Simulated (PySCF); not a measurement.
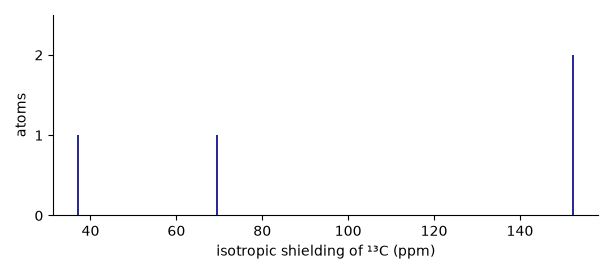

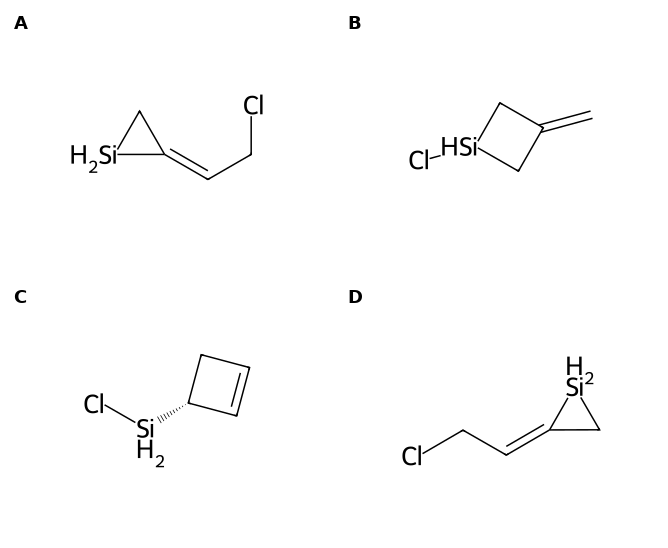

The sticks are computed shieldings of one of the molecules, for one fixed geometry (GFN2-xTB) without averaging over rotations. Low shielding means a high chemical shift. Method: GIAO PBE0/pcSseg-1 NMR shielding, non-relativistic, gas phase (PySCF 2.14.0).

Question: Match the spectrum to a structure.

Answer: B, `C=C1C[SiH](Cl)C1`. Its 4 C atoms give lines at 37.1, 69.4, 152.4 (2 atoms) ppm.

The geometry is semi-empirical. Around Si such bond lengths and angles can be off by a tenth of an ångström or more and by several degrees, and values that hang on the shape move with them.
